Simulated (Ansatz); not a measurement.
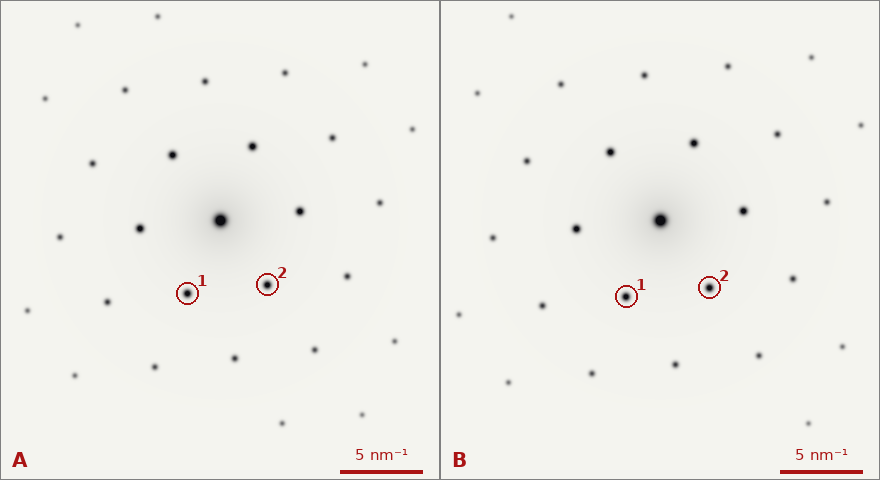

Kinematic electron diffraction patterns (120 kV, B = 0.5 Å², same scale) along [111] of the run's own cell, for the start and the end of one relaxation of Mg2Se3 with DFT PBE, scalar-relativistic, plane waves, PAW (Ansatz 0.2.0). k mesh 12×12×12. The start is a generated model structure, and the relaxation ends in the nearest stationary point of its symmetry, not necessarily the ground state. Spot 1 is -1 0 1 and spot 2 is 0 -1 1 in both.

Start structure:

```yaml
crystal:
  lattice:
    - [1.94045, 1.12032, 8.99497]
    - [-1.94045, 1.12032, 8.99497]
    - [0.00000, -2.24064, 8.99497]
  atoms:
    - { symbol: Mg, position: [0.40000, 0.40000, 0.40000] }
    - { symbol: Mg, position: [0.60000, 0.60000, 0.60000] }
    - { symbol: Se, position: [0.00000, 0.00000, 0.00000] }
    - { symbol: Se, position: [0.20950, 0.20950, 0.20950] }
    - { symbol: Se, position: [0.79050, 0.79050, 0.79050] }
```

Question: Which pattern belongs to the start structure, and which to the relaxed one?

Answer: B is the start: its cell gives d(1) = 1.940 Å, d(2) = 1.940 Å and an angle of 60.0°. A is the relaxed structure, with d(1) = 2.027 Å (+4.4 %), d(2) = 2.027 Å (+4.4 %) and 60.0°.

Question: What did the relaxation do to the structure and the energy?

Answer: The volume changed by -4.0 % to 22.53 Å³ an atom; with the mean shift removed, the atoms moved by up to 0.08 Å relative to the cell (Se most); the space group stayed R-3m (No. 166); the free energy fell by 32 meV an atom. Relaxed cell: a = 8.255 Å, b = 8.255 Å, c = 8.255 Å, α = 28.42°, β = 28.42°, γ = 28.42°.
